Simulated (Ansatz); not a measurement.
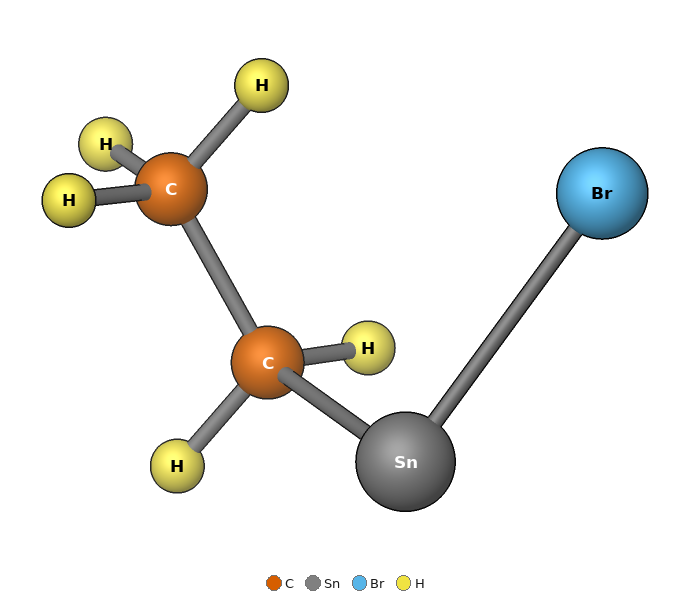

A ball-and-stick model of a molecule.

The geometry was computed by an optimisation with PBE0-D4/def2-TZVP.

Count the atoms of each element.

C2H5BrSn, 9 atoms: 2 carbon, 5 hydrogen, 1 bromine and 1 tin.

How many atoms are distinct by symmetry?

9: 1 C, 1 C, 1 Sn, 1 Br, 1 H, 1 H, 1 H, 1 H, 1 H.

What is the point group of this geometry?

C1.

Count the bonded pairs by element.

5 C–H, 1 C–C, 1 C–Sn, 1 Br–Sn.

The parts below concern this one geometry. Atoms keep their numbers from picture to picture.

Shape

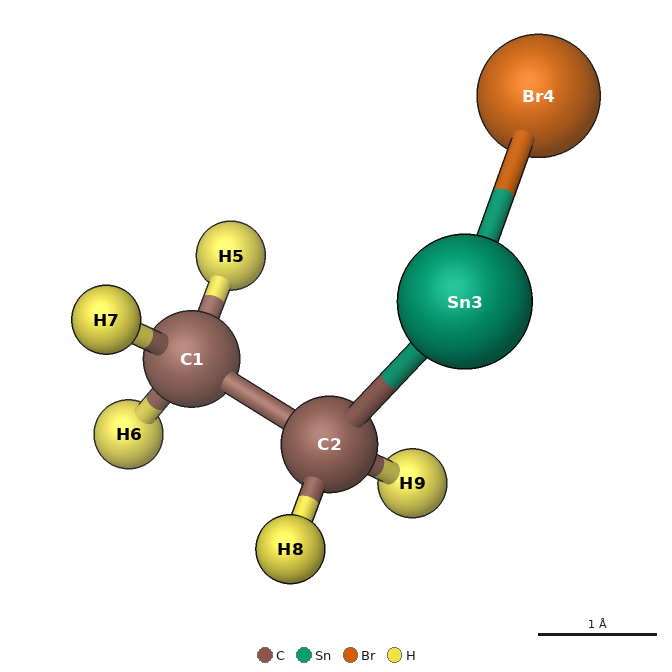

Numbered structure.

What is the geometry at C2?

C2 has 4 neighbours (C1 at 1.52, Sn3 at 2.19, H8 at 1.10, H9 at 1.10 Å); the arrangement is tetrahedral.

Describe the coordination of atom 3.

Sn3 has 2 neighbours (C2 at 2.19, Br4 at 2.54 Å); the arrangement is bent.

What is the geometry at C1?

C1 has 4 neighbours (C2 at 1.52, H5 at 1.09, H6 at 1.09, H7 at 1.09 Å); the arrangement is tetrahedral.

What is the dihedral angle C1–C2–Sn3–Br4?

60° in size, that is gauche.

Vibrations

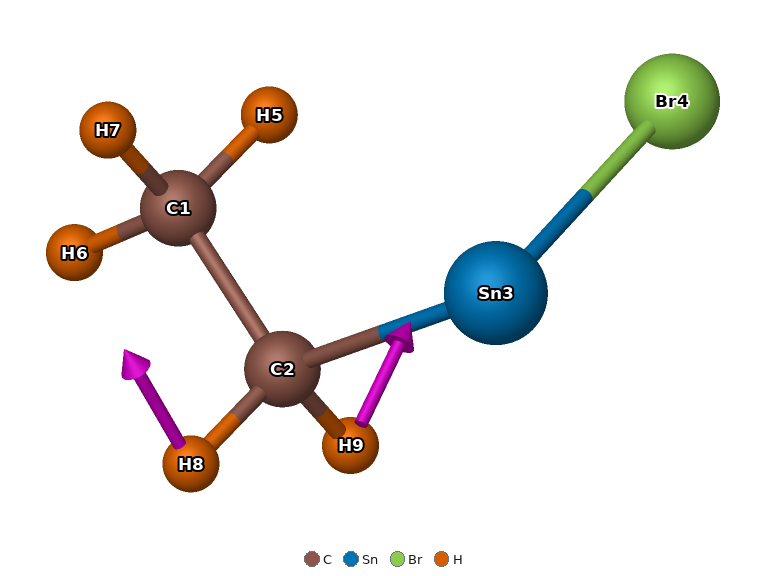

The arrows show one normal mode. Harmonic vibrations computed with RKS PBE0-D4/def2-TZVP, core potentials on Sn (Ansatz 0.2.0) at a stationary point of the same level.

Describe the motion.

Mostly H–C–H bending.

Estimate its harmonic wavenumber.

1437 cm⁻¹; it is mode 14 of 21 counted from the lowest.

Electronic properties

Properties computed with RKS CAM-B3LYP-D4/def2-TZVPP, core potentials on Sn (Ansatz 0.2.0).

Estimate the HOMO energy (Kohn–Sham orbital).

−7.65 eV.

What is the LUMO energy (Kohn–Sham orbital)?

−1.91 eV.

What is the dispersion correction?

−19.7 kJ/mol.

Charges

The questions are on Mulliken charges. Method: RKS PBE-D4/def2-TZVPP, core potentials on Sn (Ansatz 0.2.0).

Give the Mulliken charges atom by atom.

```csv
atom,value (e)
C1,−0.26
C2,−0.40
Sn3,0.57
Br4,−0.37
H5,0.10
H6,0.09
H7,0.07
H8,0.10
H9,0.11
```

Mulliken values depend strongly on the basis set and can even reverse the polarity of a bond.
